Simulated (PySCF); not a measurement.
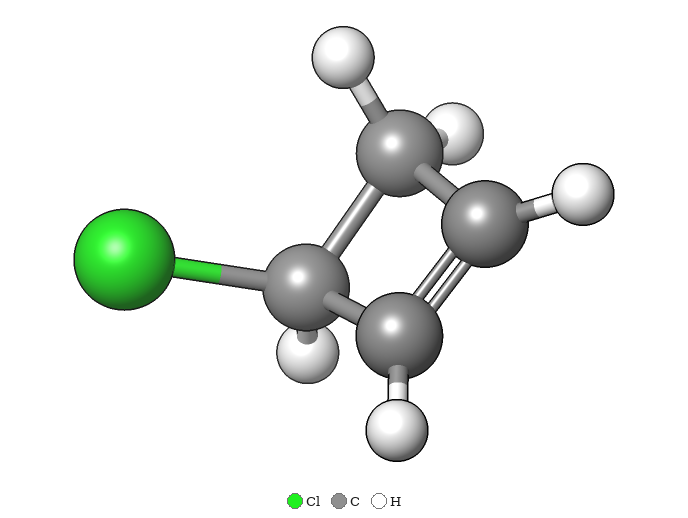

The geometry was computed by an optimisation with PBE0-D3(BJ)/def2-SVP. No frequency run is at hand to confirm it as a minimum.

Draw it as a skeletal formula.

SMILES: Cl[C@@H]1C=CC1

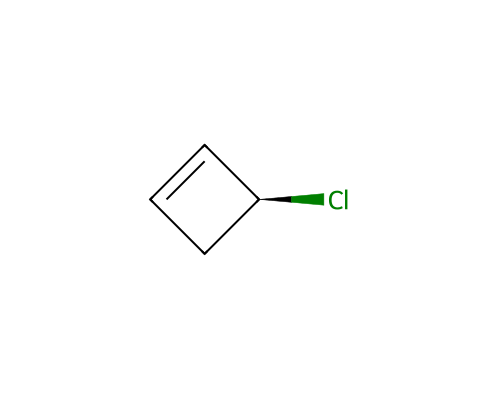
